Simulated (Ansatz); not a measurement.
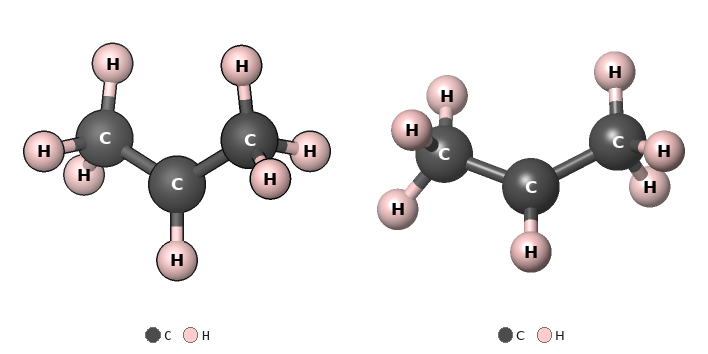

The same structure drawn twice, from different directions.

The species has charge +1 and is a spin singlet.

Question: What is the molecular formula?

Answer: C3H7(+), 10 atoms: 3 carbon and 7 hydrogen.

Question: What is the point group of this geometry?

Answer: C2.

Question: Describe its rings.

Answer: It has no ring.

Question: What is its SMILES?

Answer: C[CH+]C

Question: Count the bonded pairs by element.

Answer: 7 C–H, 2 C–C.

The parts below concern this one geometry. Atoms keep their numbers from picture to picture. Computed geometry: PBE0-D4/def2-TZVP optimisation.

Geometry

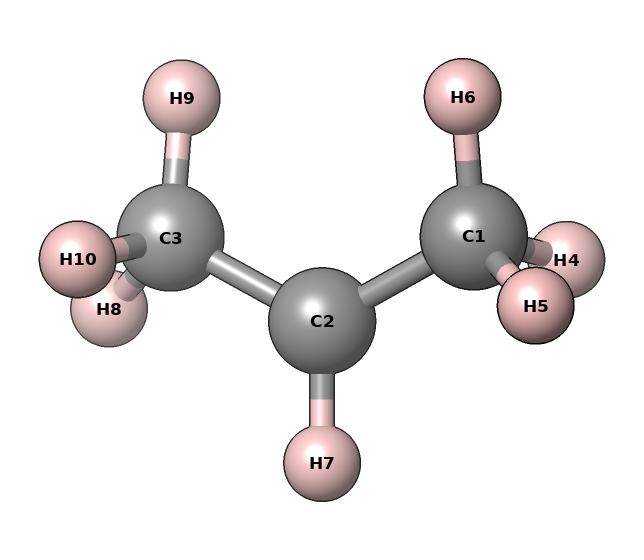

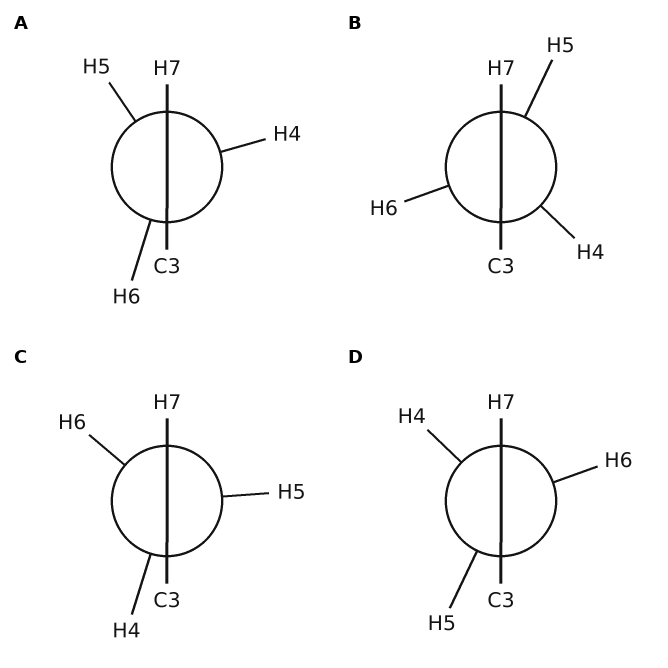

Depth is shown by fading: the farther an atom, the more it takes the colour of the background. Bonds that would overlap in a projection are set slightly apart.

Question: Which Newman projection shows the view along C2–C1, with C2 in front?

Answer: A. The torsion angle C3–C2–C1–H4 is −106°, anticlinal.

Vibrations

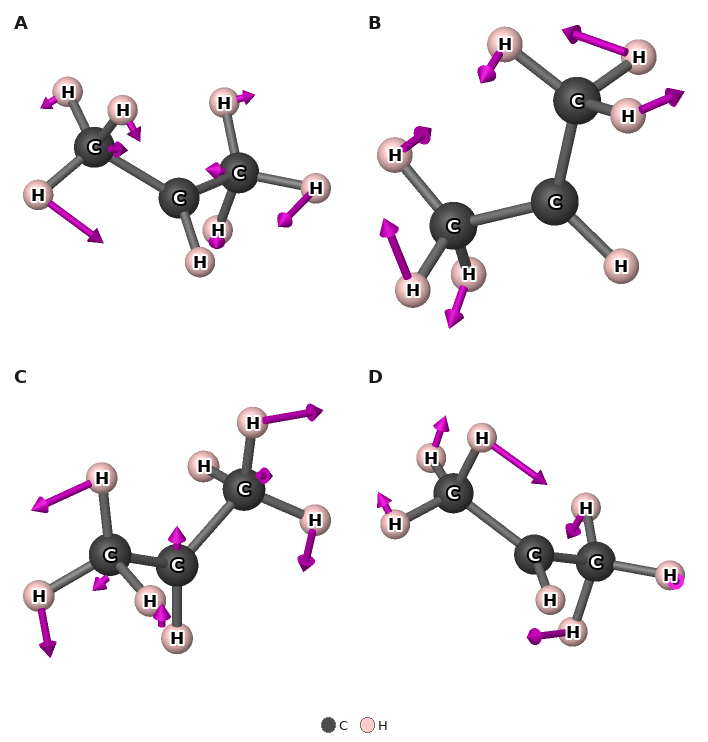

4 normal modes of one molecule or complex, as arrows. Harmonic vibrations computed with RKS PBE0-D4/def2-TZVP (Ansatz 0.2.0) at a stationary point of the same level.

Question: Match the panels to the wavenumbers 176 cm⁻¹, 421 cm⁻¹, 605 cm⁻¹, 929 cm⁻¹.

Answer: A: 929 cm⁻¹
B: 176 cm⁻¹, a torsion or out-of-plane motion in which bond lengths and bond angles hardly change
C: 421 cm⁻¹
D: 605 cm⁻¹, C–C–H bending

Charges

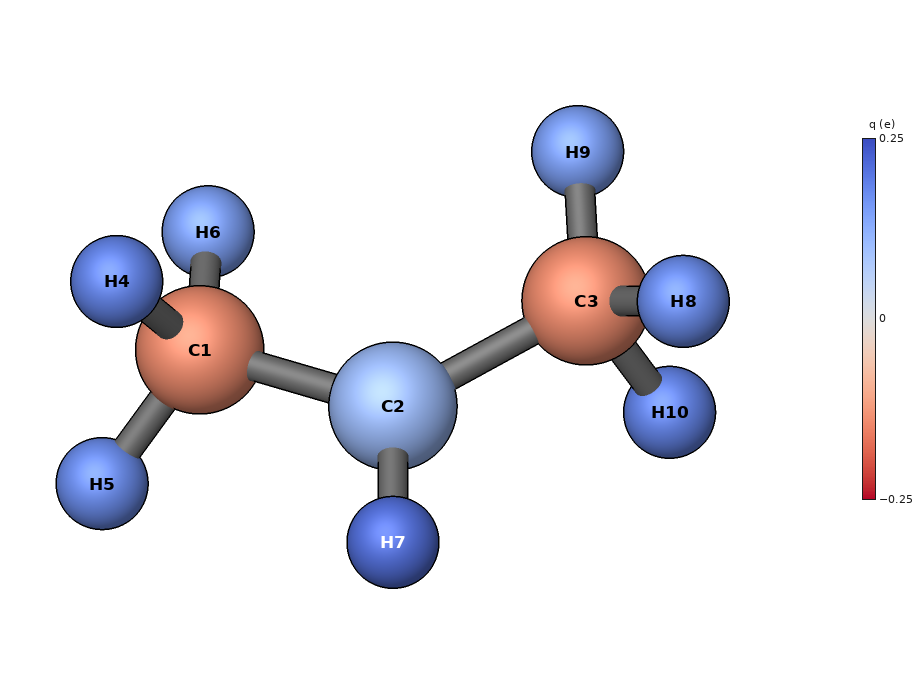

Atoms are coloured by their Mulliken charges. Properties computed with RKS PBE-D4/def2-TZVPP (Ansatz 0.2.0).

Question: Which atom carries the highest charge (most positive or least negative)?

Answer: H7 (0.20 e).

Question: And the lowest?

Answer: C1, C3 (−0.14 e).

List the Mulliken charges.

```tsv
atom	value (e)
C1	−0.14
C2	0.10
C3	−0.14
H4	0.18
H5	0.17
H6	0.14
H7	0.20
H8	0.17
H9	0.14
H10	0.18
```

Electronic properties

Method: RKS ωB97M-V/def2-TZVPP (Ansatz 0.2.0).

What does the calculation give?

- HOMO energy (Kohn–Sham orbital): −19.08 eV
- LUMO energy (Kohn–Sham orbital): −6.89 eV
- HOMO–LUMO gap: 12.19 eV

Mulliken values depend strongly on the basis set and can even reverse the polarity of a bond.
